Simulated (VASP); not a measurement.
# Driving VASP from ASE on SbPt, part 2 of 3

Do ASE scripts that read SbPt from different structure formats give one answer, and do several routes find one equilibrium volume? All runs use PBEsol. Left out of this account: 1 further run (self-consistent run: a reference on another mesh). The start is a cell from a database of measured crystal structures.

VASP 6.6.1; PBEsol; plane waves and PAW (Sb, Pt).

So far. Step 3 (Self-consistent run (PBEsol, through ASE), try 2): The energy lies +6.97 meV an atom from the first script, on another mesh.

The database entry behind the starting cell differs from later determinations by our own check (about 0.2 % short), so it need not match the best structure at ambient conditions.

## Step 4: Relaxing cell and atoms (PBEsol, through ASE)

The start need not lie at this functional's minimum. ISIF = 3 frees volume, shape and positions, and EDIFFG sets the threshold on forces and stress at which the search stops.

Contents of run.py:

```python
import numpy as np
from ase.calculators.vasp import Vasp
from ase import Atoms

atoms = Atoms(['Sb', 'Sb', 'Pt', 'Pt'],
              cell=[[4.12, 0.0, 0.0], [-2.06, 3.56802466, 0.0], [0.0, 0.0, 5.47]],
              scaled_positions=[[0.33333333, 0.66666667, 0.25], [0.66666667, 0.33333333, 0.75], [0.0, 0.0, 0.0], [0.0, 0.0, 0.5]],
              pbc=True)

calc = Vasp(
    xc='pbesol',
    pp='PBE',
    prec='Accurate',
    encut=400,
    ediff=1e-06,
    nelm=100,
    ismear=-1,
    sigma=0.05,
    lreal=False,
    algo='Normal',
    nbands=21,
    lasph=True,
    lorbit=11,
    lwave=False,
    lcharg=False,
    kpar=4,
    ibrion=2,
    nsw=60,
    isif=3,
    ediffg=-0.01,
    pp_version='64',
    setups={'Sb': '', 'Pt': ''},
    kpts=(9, 9, 6),
    gamma=True,
    txt='vasp.out',
)
atoms.calc = calc

print("energy (eV):", round(atoms.get_potential_energy(), 6))
print("Fermi level (eV):", round(calc.get_fermi_level(), 4))
print("forces (eV/A):")
print(np.round(atoms.get_forces(), 4))
print("stress (GPa, Voigt, tension positive):", np.round(atoms.get_stress() * 160.21766, 3))
print("cell (A, degrees):", np.round(atoms.cell.cellpar(), 4))
print("volume (A^3):", round(atoms.get_volume(), 4))
print("positions:")
print(np.round(atoms.get_scaled_positions(), 5))
```

PAW data sets: Sb and Pt (PBE family, release 64).

Launch:

```console
export ASE_VASP_COMMAND="mpirun -np 4 vasp_std"
python run.py
```

The program printed:

```text
energy (eV): -24.744871
Fermi level (eV): 9.774
forces (eV/A):
[[ 0.  0. -0.]
 [-0. -0.  0.]
 [-0. -0.  0.]
 [-0.  0.  0.]]
stress (GPa, Voigt, tension positive): [-0.033 -0.033 -0.024 -0.     0.     0.   ]
cell (A, degrees): [  4.1643   4.1643   5.4742  90.      90.     120.    ]
volume (A^3): 82.2129
positions:
[[0.33333 0.66667 0.25   ]
 [0.66667 0.33333 0.75   ]
 [0.      0.      0.     ]
 [0.      0.      0.5    ]]
```

It took 26 s on 4 MPI ranks of Intel Xeon 6975P-C (Granite Rapids), shared host; peak memory 0.81 GiB.

The INCAR that ASE wrote:

```
ENCUT = 400.000000
SIGMA = 0.050000
EDIFF = 1.00e-06
EDIFFG = -1.00e-02
ALGO = Normal
GGA = PS
PREC = Accurate
IBRION = 2
ISIF = 3
ISMEAR = -1
KPAR = 4
LORBIT = 11
NBANDS = 21
NELM = 100
NSW = 60
LASPH = .TRUE.
LCHARG = .FALSE.
LWAVE = .FALSE.
LREAL = .FALSE.
```

The KPOINTS that ASE wrote:

```
KPOINTS created by Atomic Simulation Environment
0
Gamma
9 9 6
0 0 0
```

VASP's own log, vasp.out:

```text
[... set-up lines as in an earlier step ...]
 entering main loop
       N       E                     dE             d eps       ncg     rms          rms(c)
DAV:   1     0.143578081599E+03    0.14358E+03   -0.10818E+04  2048   0.100E+03
DAV:   2    -0.186609786689E+02   -0.16224E+03   -0.15224E+03  2358   0.220E+02
DAV:   3    -0.253106362432E+02   -0.66497E+01   -0.64562E+01  2425   0.471E+01
DAV:   4    -0.253992585379E+02   -0.88622E-01   -0.88452E-01  2251   0.580E+00
DAV:   5    -0.254007144940E+02   -0.14560E-02   -0.14558E-02  2418   0.777E-01    0.141E+01
DAV:   6    -0.248732005256E+02    0.52751E+00   -0.22188E+00  2216   0.116E+01    0.713E+00
DAV:   7    -0.247652383795E+02    0.10796E+00   -0.25567E-01  2141   0.406E+00    0.375E+00
DAV:   8    -0.247324244953E+02    0.32814E-01   -0.80817E-02  2201   0.215E+00    0.335E-01
DAV:   9    -0.247320929915E+02    0.33150E-03   -0.25293E-03  2254   0.325E-01    0.197E-01
DAV:  10    -0.247320110531E+02    0.81938E-04   -0.76739E-04  2131   0.180E-01    0.467E-02
DAV:  11    -0.247320026578E+02    0.83953E-05   -0.27687E-05  2387   0.402E-02    0.184E-02
DAV:  12    -0.247320038328E+02   -0.11750E-05   -0.32290E-06  2098   0.119E-02    0.675E-03
DAV:  13    -0.247320033246E+02    0.50817E-06   -0.26472E-07  1198   0.346E-03
   1 F= -.24732003E+02 E0= -.24724652E+02  d E =-.247320E+02
 curvature:   0.00 expect dE= 0.000E+00 dE for cont linesearch  0.000E+00
 trial: gam= 0.00000 g(F)=  0.223E-45 g(S)=  0.103E+00 ort = 0.000E+00 (trialstep = 0.100E+01)
 search vector abs. value=  0.103E+00
 bond charge predicted
       N       E                     dE             d eps       ncg     rms          rms(c)
DAV:   1    -0.257258908636E+02   -0.99389E+00   -0.16412E+01  2121   0.322E+01    0.652E+00
DAV:   2    -0.248104493945E+02    0.91544E+00   -0.47918E+00  2101   0.183E+01    0.346E+00
DAV:   3    -0.247173576395E+02    0.93092E-01   -0.27899E-01  2109   0.413E+00    0.179E+00
DAV:   4    -0.247003899536E+02    0.16968E-01   -0.55011E-02  2135   0.104E+00    0.584E-01
DAV:   5    -0.247002501916E+02    0.13976E-03   -0.60785E-03  2310   0.546E-01    0.283E-01
DAV:   6    -0.247002816464E+02   -0.31455E-04   -0.13312E-03  2189   0.284E-01    0.473E-02
DAV:   7    -0.247002415711E+02    0.40075E-04   -0.87087E-05  2136   0.786E-02    0.230E-02
DAV:   8    -0.247002422570E+02   -0.68592E-06   -0.20015E-05  2244   0.225E-02    0.525E-03
DAV:   9    -0.247002419238E+02    0.33322E-06   -0.79926E-07  1158   0.580E-03
   2 F= -.24700242E+02 E0= -.24693139E+02  d E =0.317614E-01
[...]
3 F= -.24750644E+02 E0= -.24743563E+02  d E =-.186411E-01
[...]
4 F= -.24750645E+02 E0= -.24743560E+02  d E =-.186420E-01
[...]
5 F= -.24751850E+02 E0= -.24744729E+02  d E =-.120450E-02
 trial-energy change:   -0.001204  1 .order   -0.001193   -0.001768   -0.000618
 step:   1.3048(harm=  1.3428)  dis= 0.00000  next Energy=   -24.752004 (dE=-0.136E-02)
 bond charge predicted
       N       E                     dE             d eps       ncg     rms          rms(c)
DAV:   1    -0.247527216155E+02   -0.87164E-03   -0.36327E-02  2116   0.123E+00    0.147E-01
DAV:   2    -0.247521411267E+02    0.58049E-03   -0.10763E-03  2241   0.249E-01    0.638E-02
DAV:   3    -0.247520296101E+02    0.11152E-03   -0.20213E-04  2307   0.108E-01    0.265E-02
DAV:   4    -0.247520063791E+02    0.23231E-04   -0.48864E-05  2259   0.451E-02    0.124E-02
DAV:   5    -0.247520064632E+02   -0.84114E-07   -0.28018E-06  1956   0.106E-02
   6 F= -.24752006E+02 E0= -.24744871E+02  d E =-.136112E-02
 curvature:  -0.68 expect dE=-0.602E-05 dE for cont linesearch -0.144E-06
 trial: gam= 0.00121 g(F)=  0.136E-43 g(S)=  0.890E-05 ort = 0.209E-04 (trialstep = 0.959E+00)
 search vector abs. value=  0.895E-05
 reached required accuracy - stopping structural energy minimisation
```

Parts of OUTCAR (step 4):

```text
 Found     48 irreducible k-points:

   NELECT =      30.0000    total number of electrons

 E-fermi :   9.7740

 k-point     1 :       0.0000    0.0000    0.0000
  band No.  band energies     occupation
    ...
     10       6.2602      2.00000
     11       7.7002      2.00000
     12       7.7002      2.00000
     13       9.6818      1.72718
     14       9.6818      1.72717
     15      10.5892      0.00000
     16      12.1224      0.00000
     17      12.1320      0.00000
     18      13.3192      0.00000
     19      13.3192      0.00000
    ...

 k-point     2 :       0.1111   -0.0000    0.0000
  band No.  band energies     occupation
    ...
     10       6.3120      2.00000
     11       7.6763      2.00000
     12       7.7010      2.00000
     13       8.7367      2.00000
     14       9.4420      1.99739
     15      10.4821      0.00000
     16      11.6948      0.00000
     17      12.2777      0.00000
     18      13.1820      0.00000
     19      13.5643      0.00000
    ...

  Total        0.0170903      0.0170903      0.0123841      0.0000000      0.0000000     -0.0000000
  in kB        0.3330583      0.3330583      0.2413437      0.0000000      0.0000000     -0.0000000
  external PRESSURE =       0.3024868 kB  Pullay stress =       0.0000000 kB

  energy-cutoff  :      400.00
  volume of cell :       82.21
      direct lattice vectors                 reciprocal lattice vectors
     4.164329656 -0.000000000  0.000000000     0.240134687  0.138641827  0.000000000
    -2.082164828  3.606415268 -0.000000000     0.000000000  0.277283653  0.000000000
    -0.000000000 -0.000000000  5.474181610    -0.000000000  0.000000000  0.182675708

 POSITION                                       TOTAL-FORCE (eV/Angst)
 -----------------------------------------------------------------------------------
     -0.00000      2.40428      1.36855         0.000000      0.000000     -0.000000
      2.08216      1.20214      4.10564        -0.000000     -0.000000      0.000000
      0.00000      0.00000      0.00000        -0.000000     -0.000000      0.000000
     -0.00000     -0.00000      2.73709        -0.000000      0.000000      0.000000
 -----------------------------------------------------------------------------------
    total drift:                               -0.000002      0.000001      0.000000

  FREE ENERGIE OF THE ION-ELECTRON SYSTEM (eV)
  ---------------------------------------------------
  free  energy   TOTEN  =       -24.7520064632 eV

  energy  without entropy=      -24.7377354043  energy(sigma->0) =      -24.74487093

 reached required accuracy - stopping structural energy minimisation

 total charge
# of ion       s       p       d       tot
------------------------------------------
    1        1.154   1.140   0.076   2.370
    2        1.154   1.140   0.076   2.370
    3        0.673   0.567   8.187   9.427
    4        0.673   0.567   8.187   9.427
--------------------------------------------------
tot          3.655   3.413  16.525  23.593

[... 6 parts as in an earlier step ...]

[... 7 further parts left out ...]
```

The run keeps the 24 symmetry operations of its start, so it cannot find a distortion of lower symmetry.

Relaxation path:

```tsv
step	energy less that of the first step (eV)	largest force (eV/Å)	pressure (GPa)	volume (Å³)
1	0.0000	0.0000	3.33	80.41
2	0.0318	0.0000	-5.00	85.37
3	-0.0186	0.0000	-0.10	82.24
4	-0.0186	0.0000	-0.04	82.20
5	-0.0198	0.0000	0.02	82.21
6	-0.0200	0.0000	0.03	82.21
```

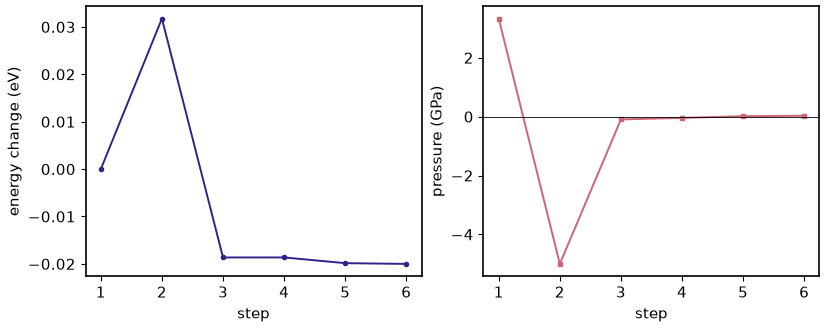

Energy and pressure along the relaxation.

```tsv
conventional cell, symmetrised	before	after	change
a (Å)	4.120	4.164	+1.1 %
b (Å)	4.120	4.164	+1.1 %
c (Å)	5.470	5.474	+0.1 %
volume (Å³/atom)	20.10	20.55	+2.2 %
```

Final coordinates:

```xyz
4
Lattice="4.1643 0.0000 0.0000 -2.0822 3.6064 0.0000 0.0000 0.0000 5.4742" Properties=species:S:1:pos:R:3 pbc="T T T"
Sb    0.0000    2.4043    1.3685
Sb    2.0822    1.2021    4.1056
Pt    0.0000    0.0000    0.0000
Pt    0.0000    0.0000    2.7371
```

Numbers from this step:

```yaml
irreducible_k_points: 48
free_energy_toten: -24.75 eV
energy_at_zero_smearing: -24.74 eV
fermi_energy: 9.774 eV
pressure: 0.03025 GPa
scf_cycles_over_all_ionic_steps: 45
```

It ends with forces that vanish by symmetry and a pressure of 0.03 GPa.

## Step 5: Equation of state by an ASE loop (PBEsol)

An ASE loop scales the volume and fits the energies, which gives the bulk modulus from energies alone.

Contents of run.py:

```python
import numpy as np
from ase.calculators.vasp import Vasp
from ase.io import read
from ase.eos import EquationOfState
from ase.units import GPa

atoms = read('SbPt.cif')

calc = Vasp(
    xc='pbesol',
    pp='PBE',
    prec='Accurate',
    encut=400,
    ediff=1e-06,
    nelm=100,
    ismear=-1,
    sigma=0.05,
    lreal=False,
    algo='Normal',
    nbands=21,
    lasph=True,
    lorbit=11,
    lwave=False,
    lcharg=False,
    kpar=4,
    isif=2,
    pp_version='64',
    setups={'Sb': '', 'Pt': ''},
    kpts=(9, 9, 6),
    gamma=True,
    txt='vasp.out',
)
atoms.calc = calc

cell, volumes, energies = atoms.get_cell(), [], []
for x in [0.94, 0.96, 0.98, 1.0, 1.02, 1.04, 1.06]:
    atoms.set_cell(cell * x ** (1 / 3), scale_atoms=True)
    volumes.append(atoms.get_volume())
    energies.append(atoms.get_potential_energy())
    print(f"{x:.2f}  V = {volumes[-1]:.4f} A^3  E = {energies[-1]:.6f} eV")
v0, e0, b0 = EquationOfState(volumes, energies, eos="birchmurnaghan").fit()
print(f"V0 = {v0:.4f} A^3  E0 = {e0:.6f} eV  B0 = {b0 / GPa:.2f} GPa")
```

Contents of SbPt.cif:

```cif
data_SbPt
_cell_length_a 4.12000000
_cell_length_b 4.12000000
_cell_length_c 5.47000000
_cell_angle_alpha 90.00000000
_cell_angle_beta 90.00000000
_cell_angle_gamma 120.00000000
_space_group_name_H-M_alt 'P1'
_space_group_name_Hall 'P 1'
_space_group_IT_number 1
loop_
_space_group_symop_operation_xyz
'x,y,z'
loop_
_atom_site_label
_atom_site_type_symbol
_atom_site_symmetry_multiplicity
_atom_site_Wyckoff_symbol
_atom_site_fract_x
_atom_site_fract_y
_atom_site_fract_z
_atom_site_occupancy
Sb1 Sb 1 a 0.3333333333 0.6666666667 0.2500000000 1
Sb2 Sb 1 a 0.6666666667 0.3333333333 0.7500000000 1
Pt1 Pt 1 a 0.0000000000 0.0000000000 0.0000000000 1
Pt2 Pt 1 a 0.0000000000 0.0000000000 0.5000000000 1
```

The program printed:

```text
0.94  V = 75.5858 A^3  E = -24.459758 eV
0.96  V = 77.1940 A^3  E = -24.586852 eV
0.98  V = 78.8022 A^3  E = -24.673739 eV
1.00  V = 80.4104 A^3  E = -24.724652 eV
1.02  V = 82.0186 A^3  E = -24.743289 eV
1.04  V = 83.6268 A^3  E = -24.733094 eV
1.06  V = 85.2351 A^3  E = -24.697191 eV
V0 = 82.2282 A^3  E0 = -24.743527 eV  B0 = 144.56 GPa
```

Wall time 48 s (4 MPI ranks); peak memory 0.78 GiB.

The INCAR that ASE wrote:

```
ENCUT = 400.000000
SIGMA = 0.050000
EDIFF = 1.00e-06
ALGO = Normal
GGA = PS
PREC = Accurate
ISIF = 2
ISMEAR = -1
KPAR = 4
LORBIT = 11
NBANDS = 21
NELM = 100
LASPH = .TRUE.
LCHARG = .FALSE.
LWAVE = .FALSE.
LREAL = .FALSE.
```

ASE turned this into the KPOINTS:

```
KPOINTS created by Atomic Simulation Environment
0
Gamma
9 9 6
0 0 0
```

VASP's own log, vasp.out (the last of its runs):

```text
[banner, memory and clock lines left out]
running    4 mpi-ranks, on    1 nodes
 distrk:  each k-point on    1 cores,    4 groups
 distr:  one band on    1 cores,    1 groups

 POSCAR found type information on POSCAR SbPt
 POSCAR found :  2 types and       4 ions
 [... a notice as in an earlier step ...]

 LDA part: xc-table for (Slater+PW92), standard interpolation
 POSCAR, INCAR and KPOINTS ok, starting setup
 FFT: planning ... GRIDC
 FFT: planning ... GRID_SOFT
 FFT: planning ... GRID
 WAVECAR not read
 WARNING: random wavefunctions but no delay for mixing, default for NELMDL
 entering main loop
       N       E                     dE             d eps       ncg     rms          rms(c)
DAV:   1     0.137914368823E+03    0.13791E+03   -0.10719E+04  2040   0.998E+02
DAV:   2    -0.185092001880E+02   -0.15642E+03   -0.14626E+03  2353   0.213E+02
DAV:   3    -0.252514175495E+02   -0.67422E+01   -0.65593E+01  2448   0.463E+01
DAV:   4    -0.253445204848E+02   -0.93103E-01   -0.92955E-01  2240   0.581E+00
DAV:   5    -0.253459487093E+02   -0.14282E-02   -0.14281E-02  2413   0.767E-01    0.121E+01
DAV:   6    -0.248466900769E+02    0.49926E+00   -0.22715E+00  2201   0.116E+01    0.607E+00
DAV:   7    -0.247379902554E+02    0.10870E+00   -0.28089E-01  2116   0.421E+00    0.343E+00
DAV:   8    -0.247048428789E+02    0.33147E-01   -0.95230E-02  2196   0.221E+00    0.372E-01
DAV:   9    -0.247043861399E+02    0.45674E-03   -0.26271E-03  2242   0.331E-01    0.239E-01
DAV:  10    -0.247042289434E+02    0.15720E-03   -0.97626E-04  2166   0.192E-01    0.331E-02
DAV:  11    -0.247042254270E+02    0.35164E-05   -0.38882E-05  2388   0.464E-02    0.185E-02
DAV:  12    -0.247042275607E+02   -0.21338E-05   -0.39013E-06  2137   0.124E-02    0.985E-03
DAV:  13    -0.247042267305E+02    0.83020E-06   -0.31087E-07  1213   0.344E-03
   1 F= -.24704227E+02 E0= -.24697191E+02  d E =-.140725E-01
```

Parts of OUTCAR (step 5):

```text
   ENCUT  =  400.0 eV  29.40 Ry    5.42 a.u.   6.85  6.85  9.10*2*pi/ulx,y,z

   NELECT =      30.0000    total number of electrons

 E-fermi :   9.1703

 k-point     1 :       0.0000    0.0000    0.0000
  band No.  band energies     occupation
    ...
     10       5.8555      2.00000
     11       7.1816      2.00000
     12       7.1816      2.00000
     13       9.1750      0.95277
     14       9.1750      0.95277
     15       9.8690      0.00000
     16      11.4620      0.00000
     17      11.6485      0.00000
     18      12.4873      0.00000
     19      12.6467      0.00000
    ...

  Total       -2.2624727     -2.2624727     -3.1108315     -0.0000000      0.0000000      0.0000000
  in kB      -42.5280693    -42.5280693    -58.4748096     -0.0000000      0.0000000      0.0000000
  external PRESSURE =     -47.8436494 kB  Pullay stress =       0.0000000 kB

 POSITION                                       TOTAL-FORCE (eV/Angst)
 -----------------------------------------------------------------------------------
     -0.00000      2.42534      1.39432         0.000000      0.000000      0.000000
      2.10040      1.21267      4.18296        -0.000000      0.000000      0.000000
      0.00000      0.00000      0.00000        -0.000000      0.000000      0.000000
      0.00000      0.00000      2.78864        -0.000000      0.000000      0.000000
 -----------------------------------------------------------------------------------
    total drift:                                0.000000     -0.000000      0.000000

  FREE ENERGIE OF THE ION-ELECTRON SYSTEM (eV)
  ---------------------------------------------------
  free  energy   TOTEN  =       -24.7042267305 eV

  energy  without entropy=      -24.6901542732  energy(sigma->0) =      -24.69719050

[... 5 parts as in an earlier step ...]

[... 11 further parts left out ...]
```

This step gave:

```
bulk modulus                  : 144.6 GPa
equilibrium volume of the fit : 20.56 Å³/atom
```

The fitted volume lies +0.02 % from the relaxed one.

(Continued in part 3 of 3.)

[Lines on the potential files, build, host, timing and source positions are cut from VASP's logs without a mark.]

[Logs are printed without paths, hosts, clocks, repeated set-up lines and the standing remarks that a program may print on its own settings, such as how far it seeks lower states.]

[Hosts, paths, dates, database ids (printed as entryN), source tags and the programs' standing remarks are cut or masked in the printed files.]

[A measured line is paired with the nearest computed mode of its activity, which favours agreement.]
